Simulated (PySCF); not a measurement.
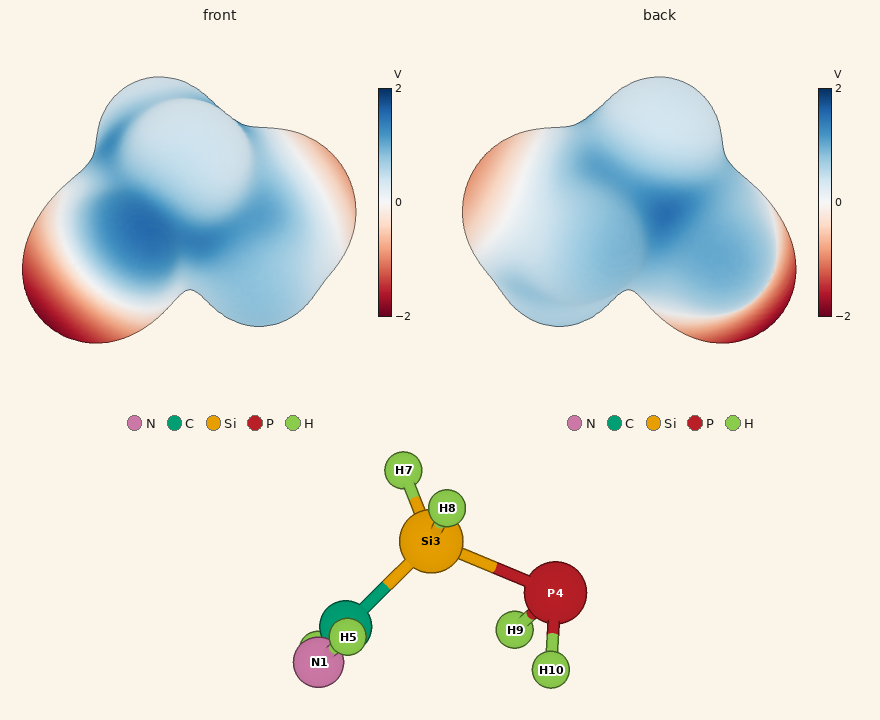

Figure. CH6NPSi (SMILES [H]/N=C\[SiH2]P). The molecular electrostatic potential painted on the density surface at 0.002 e/bohr³, seen from the front and from behind; the colour scale runs from red (negative) to blue (positive). The bare structure is drawn below in the same view.

Geometry: PBE0-D3(BJ)/def2-SVP.

All numbers below come from PBE0/pcSseg-1, SCF density, gas phase, non-relativistic in PySCF 2.14.0.

```xyz
10

N    -2.0828   -1.1581   -0.0270
C    -1.1293   -0.5810   -0.6415
Si   -0.1254    0.9114   -0.0297
P     1.9669    0.3290    0.6186
H    -2.2849   -0.6816    0.8620
H    -0.8375   -1.0213   -1.6159
H     0.0124    1.9347   -1.1103
H    -0.8462    1.4946    1.1443
H     2.2362   -0.3563   -0.6070
H     1.5232   -0.8532    1.2887
```

**Describe the electrostatic potential map.**

The most negative region (about −1.8 V, or −42 kcal/mol for a unit charge) lies over N1, the most positive (about +1.5 V, or +35 kcal/mol for a unit charge) over Si3 and H5. N1 is the likeliest acceptor of a hydrogen bond.

**What dipole moment does the calculation give?**

Its dipole moment is 0.93 D.
